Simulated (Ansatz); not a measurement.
**CF2 (SMILES F[C]F) at 6 levels**

Aim: a comparison of 6 runs (HF/STO-3G, CAM-B3LYP/STO-3G, PBE/STO-3G, UPBE/STO-3G, UPBE0/STO-3G, CCSDT/STO-3G) of CF2. 

Program for the calculation: Ansatz 0.2.0.

40 further runs of the same task are left out: 4 that didn't finish, 36 set aside as unsound or not needed.

**1. The structure to begin with**

CF2: 3 atoms, total charge 0, spin state singlet. As SMILES, `F[C]F`. The C2–F1 distance was set to 3.299 Å, away from the relaxed value. At this shape a bond of the SMILES string is far longer than usual.

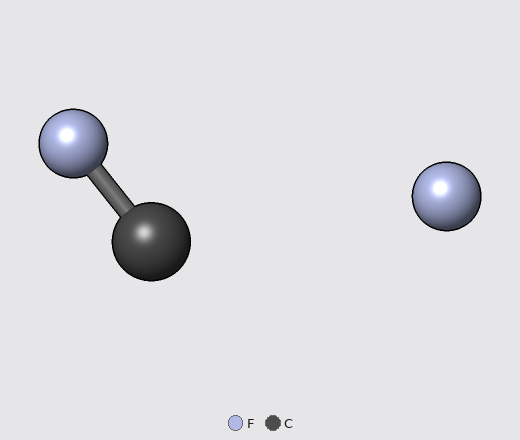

Viewed from a chosen angle; fluorine light blue, carbon dark grey.

**2. A single-point energy at HF/STO-3G (run 1)**

input.yaml reads:

```yaml
basis:
  gaussian:
    orbitals: STO-3G
crystal:
  periodic: [false, false, false]
  atoms:
    - symbol: F
      position_ang: [0.502118, 2.990224, 0.607324]
    - symbol: C
      position_ang: [0.326820, -0.272180, 0.149730]
    - symbol: F
      position_ang: [-0.723760, -0.760620, -0.482500]
hamiltonian:
  xc: hf
accuracy: high
```

The run is started by

```console
$ ansatz run input.yaml --threads 1 --pin off --max-ram 2610MiB --events-out events.jsonl --progress --plain --runs-dir runs
```

Log:

```text
Warning: RAYON_NUM_THREADS=1 ignored (pool sized by the plan → 1); use --threads N
Functional definition: HF
  name "HF"
  exchange = exact_x
  correlation = 0
225 factors; integrals over basis functions are off by at most 3.4e-8 eV
mean field evaluation 1: about -6333.2088 eV, gradient 1.9e1 eV
mean field evaluation 2: about -6333.2350 eV, gradient 1.9e1 eV
mean field evaluation 4: about -6334.0665 eV, gradient 1.1e1 eV
mean field evaluation 8: about -6198.0619 eV, gradient 2.3e1 eV
mean field evaluation 16: about -6339.9924 eV, gradient 9.8e-5 eV
mean field evaluation 32: about -6339.9029 eV, gradient 1.5e0 eV
mean field evaluation 64: about -6339.8630 eV, gradient 8.0e-1 eV
mean field evaluation 96: about -6333.7953 eV, gradient 1.4e1 eV
mean field -6339.99237262 eV, -232.9904222928 hartree, gradient 1.6e-8 eV, S^2 0.000000; 1 other end points of the search recorded, 0 dependent functions left out
reference -6339.99237262 eV, -232.9904222928 hartree; 12, 12 occupied and 3, 3 virtual orbitals, 225 factors
Total energy: -6339.99237262 eV, -232.9904222928 hartree
```

It took 0.1 s on 1 thread of Arm Neoverse V1, shared host.

**3. A single-point energy at CAM-B3LYP/STO-3G (run 2)**

input.yaml reads:

```yaml
crystal:
  periodic: [false, false, false]
  atoms:
    - {symbol: F, position_ang: [0.502118, 2.990224, 0.607324]}
    - {symbol: C, position_ang: [0.326820, -0.272180, 0.149730]}
    - {symbol: F, position_ang: [-0.723760, -0.760620, -0.482500]}
basis:
  gaussian: {orbitals: STO-3G}
accuracy: high
hamiltonian: {xc: {name: CAM-B3LYP}}
```

The run is started by

```console
$ ansatz run input.yaml --threads 1 --pin off --max-ram 2610MiB --events-out events.jsonl --progress --plain --runs-dir runs
```

Log, shortened:

```text
Warning: RAYON_NUM_THREADS=1 ignored (pool sized by the plan → 1); use --threads N
Functional definition: CAM-B3LYP
  name "CAM-B3LYP"
[...]
225 factors; integrals over basis functions are off by at most 3.4e-8 eV
132 factors; integrals over basis functions are off by at most 1.0e-9 eV
[...]
mean field -6365.33160296 eV, -233.9216218322 hartree, gradient 2.8e-8 eV, S^2 0.000000; 4 other end points of the search recorded, 0 dependent functions left out
reference -6365.33161107 eV, -233.9216221302 hartree; 12, 12 occupied and 3, 3 virtual orbitals, 225 factors
Total energy: -6365.33161107 eV, -233.9216221302 hartree
```

It took 1.1 s on 1 thread of Arm Neoverse V1, shared host.

Runs 3 to 5 aren't shown in full; the table further down has their settings and results.

**4. A single-point energy at CCSDT/STO-3G (run 6)**

job.yaml reads:

```yaml
crystal:
  periodic: [false, false, false]
  atoms:
    - {symbol: F, position_ang: [0.502118, 2.990224, 0.607324]}
    - {symbol: C, position_ang: [0.326820, -0.272180, 0.149730]}
    - {symbol: F, position_ang: [-0.723760, -0.760620, -0.482500]}
basis:
  gaussian:
    orbitals: STO-3G
correlation:
  method: ccsdt
  frozen_orbitals: {C: 1, F: 1}
scf:
  omitted_lower_state_checks: [cluster_reference, increment]
accuracy: high
```

The run is started by

```console
$ ansatz run job.yaml --threads 1 --pin off --max-ram 2610MiB --events-out events.jsonl --progress --plain --runs-dir runs
```

Log:

```text
Warning: RAYON_NUM_THREADS=1 ignored (pool sized by the plan → 1); use --threads N
[... 16 lines left out ...]
3 core orbitals not correlated: weight in the atoms' cores, before any rotation towards them, 1.000 or more for the frozen orbitals, at most 0.000 for the correlated occupied ones
[... 137 lines left out ...]
WARN: these amplitudes may be one of several solutions (largest doubles amplitude 1.01, level shift 20.38 eV)
Total energy: -6350.28371576 eV, -233.3686221774 hartree
Checks for a lower state left out: cluster_reference, increment
```

Run time: 0.91 s. Hardware: 1 thread of Arm Neoverse V1, shared host.

**5. Overview of the runs**

```
run             level  frozen core orbitals  energy (Eh)  wall time
  1         HF/STO-3G                     –  -232.990422      0.1 s
  2  CAM-B3LYP/STO-3G                     –  -233.921622      1.1 s
  3        PBE/STO-3G                     –  -233.862687      3.6 s
  4       UPBE/STO-3G                     –  -233.891921       12 s
  5      UPBE0/STO-3G                     –  -233.943067      6.9 s
  6      CCSDT/STO-3G                     3  -233.368622     0.91 s
```

**6. Outcome**

| quantity | value |
| --- | --- |
| run 6: total energy | -233.36862 Eh |
| run 6: correlation energy (3 core orbitals frozen) | -378.2 mEh |
| run 6: T1 diagnostic | 0.071 |

**Reading.** Totals of different functionals can't be ranked against each other. In run 6 the log says that unrestricted orbitals would lower the reference, so the values rest on an unstable closed-shell determinant (other closed-shell runs at this shape may share the fault). In runs 1, 2, 3, 4, 5, 6 the basis is minimal, so the values are rough. In runs 1, 2, 3 a closed-shell determinant meets a far-stretched bond, which it describes badly. Spin contamination of the reference: run 5 ⟨S²⟩ = 1.00, run 4 ⟨S²⟩ = 0.92. Where it is this large, the reference is a mixture of spin states, and values that rest on it are in doubt. All runs together took 24 s, the longest 12 s.
